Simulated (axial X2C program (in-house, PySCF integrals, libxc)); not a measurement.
## Run report: FeS⁺, relativistic diatomic calculation

System: FeS⁺. The reference is closed-shell FeS; the roots are the vertical energies to take an electron from it, which leaves states of FeS⁺. The distance is the PBE0 minimum at charge 0.
Method: EOM-IP-CCSD, two-component X2C with atomic mean-field Coulomb and Gaunt terms, Fe dyall-cv3z, S dyall-av3z (cores contracted) (axial X2C program (in-house, PySCF integrals, libxc)).

### Input
```
{"zs": [26, 16], "q": 1, "bas": ["dyall-cv3z", "dyall-av3z"], "r0": 2.03, "eom": "ip", "rq": 0, "thr": -2.0, "nmax": 95, "grid": [1, 0.96, 1.045, 0.92, 1.09, 1.15]}
```

The line is the task of a batch: nuclear charges, charge, bases, a first guess of the distance and further settings. This report covers the levels named above. The log is that of the reference distance 1.99 Å.

Hardware: 1 thread of Arm Neoverse V2, 24 GiB of memory available, shared host.

Launched within a batch (the task file carries these settings):
```bash
python <driver script> task.json out
```

### The program's output
```
two-component X2C + atomic mean field  HF
basis functions 170  fitting functions 915  grid points 5081
iter        total energy     max residual
   1      -1667.337043230     1.84e+00
   2      -1669.234382887     1.60e-01
   3      -1669.426393160     1.46e-01
   4      -1669.454121764     1.83e-02
   5      -1669.459786441     3.46e-02
   6      -1669.463054800     1.20e-02
   7      -1669.464783402     7.62e-03
   8      -1669.465948911     9.85e-03
   9      -1669.467707922     6.64e-03
  10      -1669.468265183     2.09e-03
  11      -1669.468515647     1.06e-03
  12      -1669.468558272     6.56e-04
  13      -1669.468569426     2.72e-04
  14      -1669.468573677     1.86e-04
  15      -1669.468576100     1.84e-04
  16      -1669.468577433     9.90e-05
  17      -1669.468578254     1.22e-04
  18      -1669.468578747     8.05e-05
  19      -1669.468579029     6.16e-05
  20      -1669.468579150     3.15e-05
  21      -1669.468579187     1.74e-05
  22      -1669.468579199     1.51e-05
  23      -1669.468579204     1.04e-05
  24      -1669.468579207     3.88e-06
  25      -1669.468579208     1.70e-06
converged
one-electron -2527.81662178  Coulomb 828.14168852  exact exchange -80.00872606  xc functional 0.00000000  nuclear repulsion 110.62196972  atomic mean-field constant -0.40688961
correlated 14  virtual 250  natural virtual 92  E(MP2) -0.429172290  MP2 remainder -0.037498073
iter   CCSD correlation   residual
   1     -0.386986670   2.23e-01
   2     -0.402837689   1.55e-01
   3     -0.416863575   9.45e-02
   4     -0.424618914   7.12e-02
   5     -0.432651905   5.35e-02
   6     -0.436670867   3.71e-02
   7     -0.439104708   2.84e-02
   8     -0.441985752   2.13e-02
   9     -0.443040489   1.54e-02
  10     -0.443903221   1.09e-02
  11     -0.444273119   7.72e-03
  12     -0.444768937   5.66e-03
  13     -0.444875193   3.75e-03
  14     -0.444997554   2.92e-03
  15     -0.445012672   2.31e-03
  16     -0.445032147   1.86e-03
  17     -0.445051339   1.54e-03
  18     -0.445096876   1.24e-03
  19     -0.445126988   1.03e-03
  20     -0.445164878   8.99e-04
  21     -0.445176392   7.79e-04
  22     -0.445183270   6.47e-04
  23     -0.445167070   5.38e-04
  24     -0.445139742   4.74e-04
  25     -0.445118762   3.74e-04
  26     -0.445107676   3.06e-04
  27     -0.445100378   2.62e-04
  28     -0.445098433   2.27e-04
  29     -0.445093139   1.90e-04
  30     -0.445092951   1.54e-04
  31     -0.445089104   1.28e-04
  32     -0.445087777   1.10e-04
  33     -0.445085982   8.90e-05
  34     -0.445085545   7.49e-05
  35     -0.445085596   6.24e-05
  36     -0.445086599   5.38e-05
  37     -0.445087271   4.51e-05
  38     -0.445088395   3.66e-05
  39     -0.445088359   3.20e-05
  40     -0.445088606   2.94e-05
  41     -0.445088271   2.67e-05
  42     -0.445087966   2.45e-05
  43     -0.445087681   2.25e-05
  44     -0.445087537   2.08e-05
  45     -0.445087266   1.89e-05
  46     -0.445087381   1.64e-05
  47     -0.445087132   1.47e-05
  48     -0.445087048   1.28e-05
  49     -0.445086729   1.08e-05
  50     -0.445086488   8.61e-06
  51     -0.445086379   6.86e-06
  52     -0.445086396   5.70e-06
(T) -0.039157485929094  T1 0.1156  D1 0.2245  max T2 0.129
EOM-IP-CCSD roots
2*Omega      energy/Eh   energy/eV  one-particle weight
    1       0.30959696      8.4246      0.867
    1       0.35825852      9.7487      0.799
    1       0.39073851     10.6325      0.196
    1       0.40507426     11.0226      0.004
    3       0.30273233      8.2378      0.881
    3       0.38650754     10.5174      0.249
    3       0.40834455     11.1116      0.013
    5       0.36659448      9.9755      0.345
```

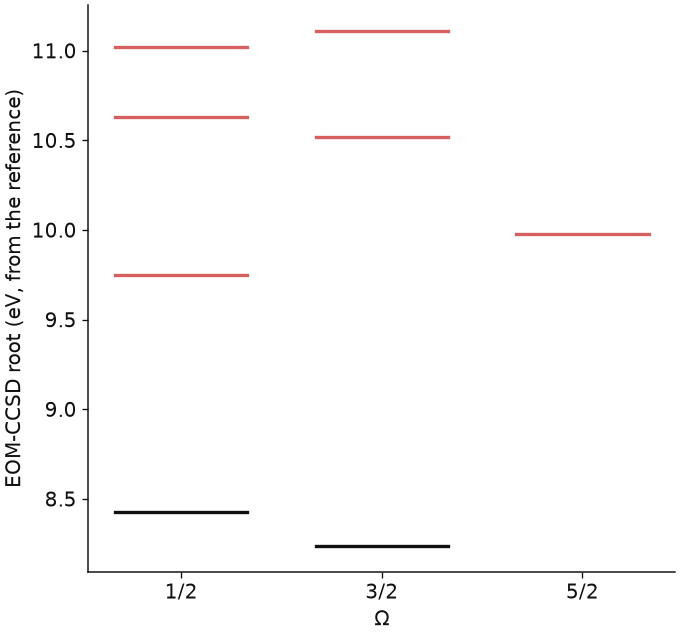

**Figure 1.** EOM-CCSD roots by Ω at 1.99 Å; roots whose one-particle weight is under 0.8 have the second colour. The lowest has Ω = 3/2 and lies at 8.238 eV, with one-particle weight 0.88. 6 of the 8 roots are less well described at this level.

### Key numbers

```tsv
quantity	value
outcome	converged
HF energy of the reference FeS	−1669.46858 hartree
MP2 energy of the reference FeS	−1669.89775 hartree
CCSD energy of the reference FeS (with the MP2 share of the virtual spinors left out of the coupled-cluster step)	−1669.95116 hartree
CCSD(T) energy of the reference FeS	−1669.99032 hartree
T1 diagnostic (spinor form; for a closed shell √2 times the usual value)	0.116
wall time	20 s
peak memory	0.87 GiB
```
